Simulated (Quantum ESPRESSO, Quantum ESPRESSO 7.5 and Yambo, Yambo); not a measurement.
## SiC (F-43m): a self-consistent loop beyond G0W0, cycle by cycle

How far does self-consistency move the gap of SiC (F-43m)?

Calculated with Quantum ESPRESSO 7.5 and Yambo 5.3.0; PBE and many-body steps on it, plane waves.

**What was measured.**

- Gap 2.4 eV: Tauc optical (indirect) gap of annealed polycrystalline 3C-SiC; UV-VIS spectroscopic ellipsometry, Tauc analysis; film (CVD ultrathin polycrystalline film, annealed, about 5 nm grains) (“On-Demand CMOS-Compatible Fabrication of Ultrathin Self-Aligned SiC Nanowire Arrays”, 2018, pmc:6267454).

- Gap 2.39 eV: band gap at cryogenic temperature; bulk crystal (literature value) (quoted in “Silicon carbide diodes for neutron detection”, 2020, arxiv:2009.14696).

**1. The starting structure**

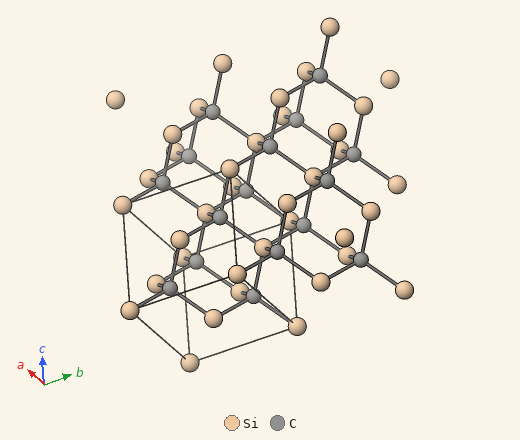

The cell as given, from a free direction (silicon light orange, carbon grey). 1×2×2 cells are drawn. This picture shows the conventional cell, with its axes. Bonds to atoms that aren't drawn are left out. Some periodic images of atoms are drawn too.

The cell and positions come from the Crystallography Open Database and are kept as given unless a step says otherwise.

**2. Empty states on the mesh, 4×4×4 mesh, 50 bands**

This step: Quantum ESPRESSO 7.5; DFT, PBE, plane waves, norm-conserving pseudopotentials.

The sums over transitions need many empty states on a uniform mesh; this step solves for them.

pw.in reads:

```
&control
  calculation = 'nscf'
  prefix = 'x'
  outdir = 'o'
  pseudo_dir = 'pseudo'
/
&system
  ibrav = 0
  nat = 2
  ntyp = 2
  ecutwfc = 74.0
  nbnd = 50
  force_symmorphic = .true.
/
&electrons
  conv_thr = 1e-9
  electron_maxstep = 80
  diago_full_acc = .true.
  diago_thr_init = 5e-6
/
ATOMIC_SPECIES
  Si 28.085 Si.upf
  C 12.011 C.upf
CELL_PARAMETERS angstrom
  -0.0000000000 2.1790000000 2.1790000000
  2.1790000000 -0.0000000000 2.1790000000
  2.1790000000 2.1790000000 -0.0000000000
ATOMIC_POSITIONS crystal
  Si 0.0000000000 0.0000000000 0.0000000000
  C 0.2500000000 0.2500000000 0.2500000000
K_POINTS automatic
  4 4 4 0 0 0
```

Run with:

```console
> OMP_NUM_THREADS=1 mpirun -n 4 pw.x -nk 4 -in pw.in > pw.out
```

The program printed:

```text
Program PWSCF v.7.5 starts

     This program is part of the open-source Quantum ESPRESSO suite
     for quantum simulation of materials; please cite
         "P. Giannozzi et al., J. Phys.:Condens. Matter 21 395502 (2009);
         "P. Giannozzi et al., J. Phys.:Condens. Matter 29 465901 (2017);
         "P. Giannozzi et al., J. Chem. Phys. 152 154105 (2020);
     in publications or presentations arising from this work. More details at

     Atomic positions and unit cell read from directory:
     o/x.save/

     Message from routine setup:
[...]
91.8202  91.8202

          k =-0.3536-0.3536 0.3536 (  1502 PWs)   bands (ev):

[...]
67.3231  70.3832  74.4699  74.9168  74.9168  76.7796  76.7796  78.5456
    83.7103  84.4806  84.4806  90.2903  90.2903  92.1546  92.1546  92.5440
    93.9115  93.9115

          k = 0.3536 0.0000 0.0000 (  1491 PWs)   bands (ev):

     [... further k-points ...]

     highest occupied, lowest unoccupied level (ev):     9.4961   10.8574

     XML data file, pseudopotentials, collected wavefunctions

=------------------------------------------------------------------------------=
   JOB DONE.
=------------------------------------------------------------------------------=
```

Wall time 1.4 s (4 MPI ranks of Arm Neoverse V1, shared host); peak memory 0.05 GiB; 5.5 s of CPU time.

This step gave:

```
gap                                                           : 1.361 eV
k of the valence top                                          : 0, 0, 0
k of the conduction bottom                                    : 0, -0.5, -0.5
least direct gap                                              : 4.553 eV
k points computed                                             : 8
lowest point of the top converged band, above the valence top : 73.3698 eV
```

On this mesh the gap is 1.361 eV.

The density comes from a self-consistent run that is not shown.

**3. Conversion and set-up**

This step: Yambo 5.3.0; conversion and set-up on PBE, plane waves, norm-conserving pseudopotentials.

The states are converted to the many-body program's format and the q mesh is built.

Run with:

```console
> (cd o/x.save; p2y > p2y.log; mv SAVE ../..); yambo > setup.log
```

The program printed:

```text
 Yambo, version 5.3.0

 [02] CORE Variables Setup
 =========================

  [02.01] Unit cells
  ==================

  Cell kind             :  FCC
  Atoms in the cell     :  Si  C
  number of Si atoms    :  1
  number of C  atoms    :  1

  List of atomic masses
  Mass of Si    :  28.08500
  Mass of C     :  12.01100

  List of atomic coordinates    : [cc]
  Si1       :  0.000000  0.000000  0.000000  order 1
  C1       :  2.058857  2.058857  2.058857  order 2

  Alat factors          :  4.117713  4.117713  4.117713 [a.u.]
  Direct lattice volume :  139.6363 [a.u.]
[...]
==========================================

 IBZ Q-points                                      :   8
 BZ  Q-points                                      :   64

 K/Q-points units:
 rlu = crystal or reduced units; cc = cartesian coordinates; iku = interal k-units

 Q [1]          [rlu]:  0.000000  0.000000  0.000000
 Q [2]          [rlu]: -0.86518E-17 -0.86518E-17  0.25000
 Q [3]          [rlu]:  0.17304E-16  0.17304E-16 -0.50000
[...]
Q [7]          [rlu]: -0.47188E-17 -0.50000     -0.50000
 Q [8]          [rlu]:  0.250000 -0.500000 -0.250000

  [03.01] X indexes
  =================

   [03.01.01] Sigma indexes
   ========================

 [06] Game Over & Game summary
```

It took 2 s on 1 MPI rank; peak memory 0.23 GiB.

**4. G0W0**

Now the one-shot GW correction: screening in the RPA, then the self-energy of the levels asked for.

This step: G0W0 on PBE, plane waves, norm-conserving pseudopotentials.

gw1.in reads:

```
HF_and_locXC
gw0
dyson
ppa
em1d
rim_cut
RandQpts= 1000000
RandGvec= 1 RL
EXXRLvcs= 74 Ry
VXCRLvcs= 296 Ry
Chimod= "HARTREE"
% BndsRnXp
 1 | 50 |
%
NGsBlkXp= 9.5 Ry
% LongDrXp
 1 | 1 | 1 |
%
% GbndRnge
 1 | 50 |
%
DysSolver= "n"
ExtendOut
PPAPntXp= 27.21138 eV
% QPkrange
 1 | 8 | 1 | 8 |
%
```

Run with:

```console
> OMP_NUM_THREADS=1 mpirun -n 4 yambo -F gw1.in -J gw1 -C gw1 > gw1.log
```

The program printed:

```text
 Yambo, version 5.3.0

 [02] CORE Variables Setup
 =========================

  [... cell, symmetries and grids as in the set-up ...]

  [02.05] Energies & Occupations
  ==============================

  [X] === General ===
  [X] Electronic Temperature                        :  0.000000  0.000000 [eV K]
  [X] Bosonic    Temperature                        :  0.000000  0.000000 [eV K]
  [X] Finite Temperature mode                       : no
  [X] El. density                                   :  0.38662E+24 [cm-3]
  [X] Fermi Level                                   :  9.496076 [eV]

  [X] === Gaps and Widths ===
  [X] Conduction Band Min                           :  1.361350 [eV]
  [X] Valence Band Max                              :  0.000000 [eV]
  [X] Filled Bands                                  :   4
  [X] Empty Bands                                   :    5   50
  [X] Direct Gap                                    :  4.552957 [eV]
  [X] Direct Gap localized at k                     :   7
  [X] Indirect Gap                                  :  1.361350 [eV]
  [X] Indirect Gap between kpts                     :   1   7
  [X] Last valence band width                       :  4.691459 [eV]
  [X] 1st conduction band width                     :  4.862001 [eV]

 [03] Transferred momenta grid and indexing
 ==========================================

 IBZ Q-points                                      :   8
 BZ  Q-points                                      :   64

 K/Q-points units:
 rlu = crystal or reduced units; cc = cartesian coordinates; iku = interal k-units

 Q [1]          [rlu]:  0.000000  0.000000  0.000000
 Q [2]          [rlu]: -0.86518E-17 -0.86518E-17  0.25000
 Q [3]          [rlu]:  0.17304E-16  0.17304E-16 -0.50000
 Q [4]          [rlu]:  0.23594E-17  0.25000      0.25000
 Q [5]          [rlu]:  0.14582E-17  0.25000      0.50000
 Q [6]          [rlu]: -0.93719E-16  0.25000     -0.25000
 Q [7]          [rlu]: -0.47188E-17 -0.50000     -0.50000
 Q [8]          [rlu]:  0.250000 -0.500000 -0.250000

 [04] Coloumb potential Random Integration (RIM)
 ===============================================

  [04.01] RIM initialization
  ==========================

  * Diagonal components only detected *

  8 x (sBL volume)        :  0.222050 [a.u.]
  sBZ random points       :  1000000
  Points outside the sBZ  :   7996195
  RL volume               :  1.776402 [a.u.]
  Integrated volume       :  1.777248 [a.u.]

  [04.02] RIM integrals
  =====================

  Gamma point sphere radius             :  0.109842 [a.u.]
  Points outside the sphere             :   799659
  [Int_sBZ(q=0) 1/q^2]*(Vol_sBZ)^(-1/3) =:  7.764404
                                 should be <:  7.795600

  Summary of Coulomb integrals for non-metallic bands |Q|[au] RIM/Bare

  Q [1] 0.100000E-4 0.995998 * Q [2] 0.330365 1.064860
  Q [4] 0.381473 1.063764 * Q [6] 0.539484 1.026684
  Q [5] 0.632601 1.019317 * Q [3] 0.660731 1.017217
  Q [7] 0.762946 1.013693 * Q [8] 0.853000 1.010740

 [05] Dipoles
 ============

  [05.01] Setup: observables and procedures
  =========================================

 [06] Dynamic Dielectric Matrix (PPA)
 ====================================

 [WR./gw1//ndb.pp]---------------------------------------------------------------
  Brillouin Zone Q/K grids (IBZ/BZ)                :    8   64    8   64
  RL vectors                                       :  1917 [WF]
  Coulomb cutoff potential                         : none
  Electronic Temperature                           :  0.000000 [K]
  Bosonic    Temperature                           :  0.000000 [K]
  PPA    diel. fun.  energies                      : Perdew, Burke & Ernzerhof(X)+Perdew, Burke & Ernzerhof(C)
  wavefunctions                                    : Perdew, Burke & Ernzerhof(X)+Perdew, Burke & Ernzerhof(C)
  Global Gauge                                     : length
  X matrix size                                    :   89
  X band range                                     :    1   50
  X e/h energy range                               : -1.000000 -1.000000 [eV]
  X Time ordering                                  : R
  X Hxc Kernel                                     : HARTREE
  X Drude frequency                                :  0.000000  0.000000
  X poles                                          :  100.0000 [o/o]
  RL vectors in the sum                            :  1917
  [r,Vnl] included                                 : yes
  Field direction                                  :  0.577350E-5  0.577350E-5  0.577350E-5
  BZ energy Double Grid                            : no
  BZ energy DbGd points                            : 0
  BZ Q point size factor                           : -1.000000
  X Optical Averaged directions                    : none

 [07] Local Exchange-Correlation + Non-Local Fock
 ================================================

 [VXC] Plane waves :  12039
 [EXS] Plane waves :  1471

 QP @ state[ 1 ] K range:   1   8
 QP @ state[ 1 ] b range:   1   8

 [xc] Functional : Perdew, Burke & Ernzerhof(X)+Perdew, Burke & Ernzerhof(C)
 [xc] LIBXC used to calculate xc functional
  PP Number of Atomic Species                      :  2
  NLCC RL compoments                               :  12039
  PP Number of Atomic Species                      :  2
  NLCC RL compoments                               :  12039

 [xc] E_xc :  -3.053998 [Ha]
      E_xc :  -6.107995 [Ry]

  Local XC kind (lXC) : Perdew, Burke & Ernzerhof(X)+Perdew, Burke & Ernzerhof(C)
  Non-Local XC kind (nlXC) : Hartree-Fock

  Corrections @ K [1] :  [eV]
 <1|nlXC|1> = -21.69495  0.23670E-16 <1|lXC|1> = -12.79238 -0.51108E-21
 <2|nlXC|2> = -17.57107 -0.23587E-17 <2|lXC|2> = -14.95033 -0.59240E-22
 <3|nlXC|3> = -17.57124 -0.17640E-16 <3|lXC|3> = -14.95033  0.14161E-15
 <4|nlXC|4> = -17.57114  0.15072E-16 <4|lXC|4> = -14.95033 -0.43203E-21
 <5|nlXC|5> = -7.437648 -0.49197E-17 <5|lXC|5> = -13.20450 -0.18881E-15
 <6|nlXC|6> = -5.781152  0.17768E-17 <6|lXC|6> = -11.30885 -0.37764E-15
[...]
Corrections @ K [2] :  [eV]
[...]
Corrections @ K [3] :  [eV]
[...]
Corrections @ K [4] :  [eV]
[...]
Corrections @ K [5] :  [eV]
[...]
[... 2 further k-points ...]
  Corrections @ K [8] :  [eV]
[...]
<6|nlXC|6> = -4.994242  0.17222E-17 <6|lXC|6> = -11.39469  0.47950E-16
 <7|nlXC|7> = -6.732266 -0.12990E-17 <7|lXC|7> = -13.42077 -0.23601E-16
 <8|nlXC|8> = -5.254734 -0.65107E-18 <8|lXC|8> = -10.98466  0.58997E-17

  [07.01] Hartree-Fock occupations report
  =======================================

  [Hartree-Fock] === General ===
  [Hartree-Fock] Electronic Temperature             :  0.000000  0.000000 [eV K]
  [Hartree-Fock] Bosonic    Temperature             :  0.000000  0.000000 [eV K]
  [Hartree-Fock] Finite Temperature mode            : no
  [Hartree-Fock] El. density                        :  0.38662E+24 [cm-3]
  [Hartree-Fock] Fermi Level                        :  9.496076 [eV]

  [Hartree-Fock] === Gaps and Widths ===
  [Hartree-Fock] Conduction Band Min                :  5.601618 [eV]
  [Hartree-Fock] Valence Band Max                   : -2.620806 [eV]
  [Hartree-Fock] Filled Bands                       :   4
  [Hartree-Fock] Empty Bands                        :    5   50
  [Hartree-Fock] Direct Gap                         :  12.62419 [eV]
  [Hartree-Fock] Direct Gap localized at k          :   7
  [Hartree-Fock] Indirect Gap                       :  8.222424 [eV]
  [Hartree-Fock] Indirect Gap between kpts          :   1   7
  [Hartree-Fock] Last valence band width            :  5.916249 [eV]
  [Hartree-Fock] 1st conduction band width          :  6.388587 [eV]

 [08] Dyson equation: Newton solver
 ==================================

  [08.01] G0W0 (W PPA)
  ====================

  [  GW  ] Bands range     :    1   50
  [GW/PPA] G damping       :  0.100000 [eV]

  QP @ state[ 1 ] K range:   1   8
  QP @ state[ 1 ] b range:   1   8

   Sc/G bands                                       :    1   50
   Sc/G damping                                     :  0.100000 ev
   Sc bands terminator                              : no
   Sx RL components                                 :  1471

   QP @ state[ 1 ] K range                          :   1   8
   QP @ state[ 1 ] b range                          :   1   8
   GF energies kind                                 : Perdew, Burke & Ernzerhof(X)+Perdew, Burke & Ernzerhof(C)
   GF WF`s kind                                     : Perdew, Burke & Ernzerhof(X)+Perdew, Burke & Ernzerhof(C)
   Xs energies kind                                 : Perdew, Burke & Ernzerhof(X)+Perdew, Burke & Ernzerhof(C)
   Xs WF`s kind                                     : Perdew, Burke & Ernzerhof(X)+Perdew, Burke & Ernzerhof(C)

 [11] Game Over & Game summary
```

Elapsed: 30 s, on 4 MPI ranks; peak memory 1.2 GiB.

Numbers from this step:

| Property | Result |
| --- | --- |
| G0W0 gap on the mesh | 1.965 eV |
| starting gap on the mesh | 1.361 eV |
| k of the valence top | 0, 0, 0 |
| k of the conduction bottom | 0, -0.5, -0.5 |
| least direct G0W0 gap on the computed points | 5.527 eV |
| Z at the valence top | 0.7993 |
| Z at the conduction bottom | 0.8248 |

The gap on the mesh goes from 1.36 eV to 1.97 eV, a correction of +0.60 eV.

**5. evGW0, cycle 1**

This step: evGW0 on PBE, plane waves, norm-conserving pseudopotentials.

gw2.in, as its differences from gw1.in of step 4:

```diff
@@ -27 +27,2 @@
 %
+GfnQPdb= "E < ./gw1/ndb.QP"
```

Run with:

```console
> OMP_NUM_THREADS=1 mpirun -n 4 yambo -F gw2.in -J gw2,gw1_W -C gw2 > gw2.log
```

The program printed:

```text
 Yambo, version 5.3.0

 [02] CORE Variables Setup
 =========================

  [... cell, symmetries and grids as in the set-up ...]

  [02.05] Energies & Occupations
  ==============================

  [X] === General ===
  [X] Electronic Temperature                        :  0.000000  0.000000 [eV K]
  [X] Bosonic    Temperature                        :  0.000000  0.000000 [eV K]
  [X] Finite Temperature mode                       : no
  [X] El. density                                   :  0.38662E+24 [cm-3]
  [X] Fermi Level                                   :  9.496076 [eV]

  [X] === Gaps and Widths ===
  [X] Conduction Band Min                           :  1.361350 [eV]
  [X] Valence Band Max                              :  0.000000 [eV]
  [X] Filled Bands                                  :   4
  [X] Empty Bands                                   :    5   50
  [X] Direct Gap                                    :  4.552957 [eV]
  [X] Direct Gap localized at k                     :   7
  [X] Indirect Gap                                  :  1.361350 [eV]
  [X] Indirect Gap between kpts                     :   1   7
  [X] Last valence band width                       :  4.691459 [eV]
  [X] 1st conduction band width                     :  4.862001 [eV]

 [03] Transferred momenta grid and indexing
 ==========================================

 IBZ Q-points                                      :   8
 BZ  Q-points                                      :   64

 K/Q-points units:
 rlu = crystal or reduced units; cc = cartesian coordinates; iku = interal k-units

 Q [1]          [rlu]:  0.000000  0.000000  0.000000
 Q [2]          [rlu]: -0.86518E-17 -0.86518E-17  0.25000
 Q [3]          [rlu]:  0.17304E-16  0.17304E-16 -0.50000
[...]
[G+QP] Direct Gap localized at k                  :   7
  [G+QP] Indirect Gap                               :  1.965301 [eV]
  [G+QP] Indirect Gap between kpts                  :   1   7
  [G+QP] Last valence band width                    :  5.141768 [eV]
  [G+QP] 1st conduction band width                  :  5.153490 [eV]

  [coarse-grid] Minimum Bare Gap        [ev]:  1.361350
  [coarse-grid] Minimum Gap Correction  [ev]:  0.603951

  Eqp @ K [1]
   -15.7795      0.00000    -0.953613E-4 -0.390589E-4   7.11875      8.11195      8.11190      8.11199
  Eqp @ K [2]
  -14.65622  -4.70725  -0.68995  -0.69002   6.81963   8.78464   8.78452  10.50286
  Eqp @ K [3]
  -12.31587  -9.15814  -1.19604  -1.19610   6.28116   8.09965   8.09954  11.10043
  Eqp @ K [4]
  -14.28396  -3.66427  -2.17802  -2.17801   4.72972   7.27707  11.62483  11.62468
  Eqp @ K [5]
  -11.94169  -7.56331  -4.34633  -2.59295   4.47312   9.05865  11.51835  11.52927
  [... 2 further k-points ...]
  Eqp @ K [8]
  -10.62259  -7.55710  -5.45258  -5.14181   6.17616  10.28031  10.75345  10.67600

 [07] Dipoles
 ============

  [07.01] Setup: observables and procedures
  =========================================

 [08] Dynamic Dielectric Matrix (PPA)
 ====================================

   Sc/G bands                                       :    1   50
   Sc/G damping                                     :  0.100000 ev
   Sc bands terminator                              : no
   Sx RL components                                 :  1471

   QP @ state[ 1 ] K range                          :   1   8
   QP @ state[ 1 ] b range                          :   1   8
   GF energies kind                                 : Perdew, Burke & Ernzerhof(X)+Perdew, Burke & Ernzerhof(C)+ E < ./gw1/ndb.QP + @E Fit
   GF WF`s kind                                     : Perdew, Burke & Ernzerhof(X)+Perdew, Burke & Ernzerhof(C)
   Xs energies kind                                 : Perdew, Burke & Ernzerhof(X)+Perdew, Burke & Ernzerhof(C)
   Xs WF`s kind                                     : Perdew, Burke & Ernzerhof(X)+Perdew, Burke & Ernzerhof(C)

 [13] Game Over & Game summary
```

Run time: 25 s. Hardware: 4 MPI ranks; peak memory 1.1 GiB; 1.7 min of CPU time.

Numbers from this step:

```yaml
quasiparticle_gap_on_the_mesh: 2.040 eV
gap_of_the_density_functional_on_the_mesh: 1.361 eV
k_of_the_valence_top: 0, 0, 0
k_of_the_conduction_bottom: 0, -0.5, -0.5
least_direct_quasiparticle_gap_on_the_computed_points: 5.649 eV
z_at_the_valence_top: 0.8031
z_at_the_conduction_bottom: 0.8320
```

Against G0W0 in Yambo (4×4×4 mesh, 50 bands, screening to 129.3 eV, Godby-Needs plasmon pole), the gap moves by +0.075 eV.

The program's own table gives 2.141 eV, which is too large where the input levels are shifted: this version takes Σc at the unshifted level E₀, yet steps from the shifted one. The value above is the Newton step from E₀, E₀ + Z(Σc + Σx − Vxc), rebuilt from the printed columns.

(Part 1 of 2 ends here.)

[Paths, hosts, dates, memory and timing lines, banners, echoed tables and standing remarks are left out of the program output.]

[Logs are printed without paths, hosts, clocks, repeated set-up lines and the standing remarks that a program may print on its own settings, such as how far it seeks lower states.]

[Runs of the session that timed out or met a known fault of the program may be left out.]

[Hosts, paths, dates, database ids (printed as entryN), source tags and the programs' standing remarks are cut or masked in the printed files.]
